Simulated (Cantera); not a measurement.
Charge: 1 mol Cu, 12 mol CO, equilibrated at 10.0 Torr.

Cantera equilibrium calculation (NASA polynomials, part measured and part estimated; ideal gas, pure solids and liquids). Candidate condensed phases: C, Cu, CuO, Cu2O; 15 gas species. Rates play no part.

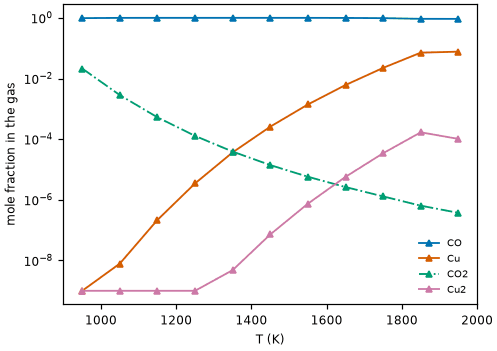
*Equilibrium gas composition (values under 1e-9 drawn at 1e-9)*

Q: Read off the mole fractions at 1450 K.

A: CO about 1.00, Cu about 0.00026, CO2 about 1.4e-5, Cu2 about 7.2e-8.
